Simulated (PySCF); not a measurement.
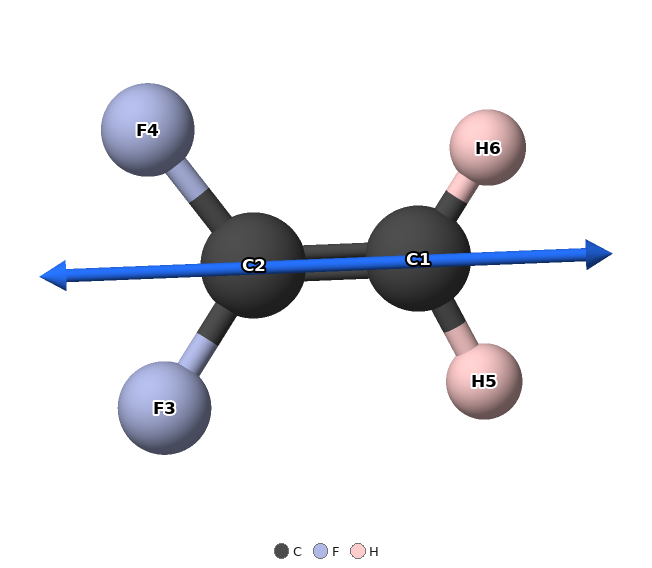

The double arrow shows the direction of the transition dipole to excited singlet state 2 (its length means nothing). Geometry: a frame of a GFN2-xTB molecular-dynamics simulation, not a minimum. Level of theory: TDDFT PBE0/def2-SVPD, vertical, gas phase, core orbitals frozen in the response (PySCF 2.14.0).

Question: How is the transition polarised?

Answer: Nearly parallel to the C1–C2 bond.

Question: Give its energy, strength and character.

Answer: 7.99 eV (155 nm), oscillator strength 0.26, mainly HOMO → LUMO (weight 0.79); transition dipole 2.92 D.
